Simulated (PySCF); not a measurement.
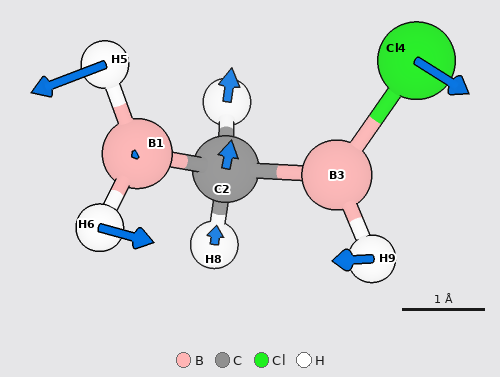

A relaxation of CH₅B₂Cl. The starting structure is drawn; blue arrows show the displacements, 3 times their true length. The two geometries are superimposed by the best rigid fit.

A ball-and-stick model, seen face on.

The start comes from GFN2-xTB. Its atoms were then displaced at random by about 0.01 Å.

All numbers below come from PBE0-D3(BJ)/def2-SVP geometry optimisation, gas phase in PySCF. 

**What happened in the run?**

The energy falls by 1.51 kcal/mol in 11 geometry steps. An H atom moves most after the best rigid fit: 0.36 Å. By element the largest moves are H 0.36 Å, Cl 0.30 Å, C 0.13 Å, B 0.03 Å. Near-neighbour distances that change, for instance: C–H 1.074 → 1.109 Å, B–H 1.178 → 1.210 Å, B–Cl 1.728 → 1.754 Å, B–C 1.540 → 1.558 Å. Among the angles between lasting bonds that change: B–C–H 110.7° → 104.3°, B–C–H 108.0° → 103.4°, B–C–H 109.9° → 114.0°.
